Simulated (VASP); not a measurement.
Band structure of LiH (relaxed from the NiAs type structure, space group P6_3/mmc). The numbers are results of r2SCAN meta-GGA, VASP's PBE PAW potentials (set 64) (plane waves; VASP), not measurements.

The path is coarsely sampled, so an indirect gap can come out somewhat too large.

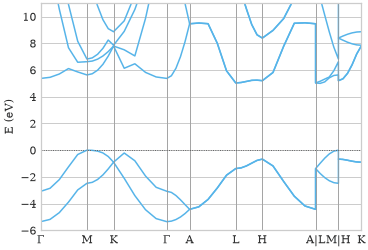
Figure: Bands along high-symmetry lines, zero at the valence-band maximum or, without a gap, the Fermi level

Problem. Read the plot: is there a gap, and where are the band edges?

Solution. The gap is indirect, 5.00 eV, from the valence maximum at M to the conduction minimum at L-M at 0.20.

The structure was generated: LiH was put into the NiAs type type (P6_3/mmc), which need not be its known phase. It was relaxed first, which changed the volume by +64 %.
